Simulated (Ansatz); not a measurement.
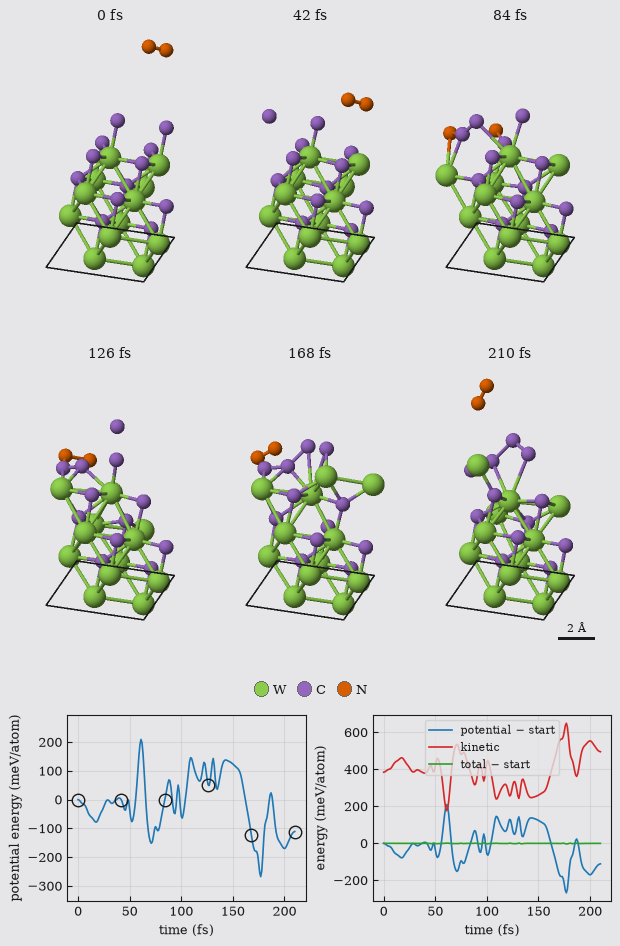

First-principles dynamics of N2 on WC(100) (26 atoms in the cell), 210 fs long. Frames and the history of the run. A ball-and-stick model of the simulation cell, with the vacuum cut short, seen from a free direction. Atoms that leave the cell re-enter on the other side. Bonds to atoms that aren't drawn are left out.

Computed with DFT PBE, scalar-relativistic, plane waves, PAW in Ansatz 0.2.0. Set-up: plane-wave cutoff 420 eV; k-point mesh 2 × 2 × 1; Fermi-Dirac smearing 0.05 eV; 4 atoms held fixed; constant energy (NVE); time step 1 fs; at the start 2 atoms move with typed velocities and the others are at rest.

Describe the run.

The mean temperature in the second half is 3537 K (standard deviation 1102 K). The potential energy is still drifting at the end, so the run hasn't reached equilibrium. The potential energy in the second half lies on average 2.7 meV per atom below the first frame. In the second half of the run the atoms are, in the root-mean-square, this far from where they began (common drift taken out): N 3.45 Å, C 1.20 Å, W 0.19 Å. Against the typical shortest distance between atoms in the first frame, about 2.2 Å, the C and N atoms make wide excursions, while the W atoms stay at their sites; the run is too short to say whether this is diffusion. 4 of the 22 free atoms end more than three quarters of that spacing from the start. Bond changes: 4 C–N bonds form between 41 fs and 63 fs; one N–N bond breaks at about 60 fs; 4 C–N bonds break between 67 fs and 155 fs; 2 C–C bonds form between 80 fs and 167 fs; one C–C contact opens and closes in turn.

Limits of the set-up: the k-point mesh is coarse for a cell with partly filled bands; the periodic images lie only 5.7 Å apart, so the values are limited by the cell's size.

The run took 48 min on 2 threads of Arm Neoverse V1, on a shared host, peak memory 1.7 GiB.

PAW datasets: the set soft_1.
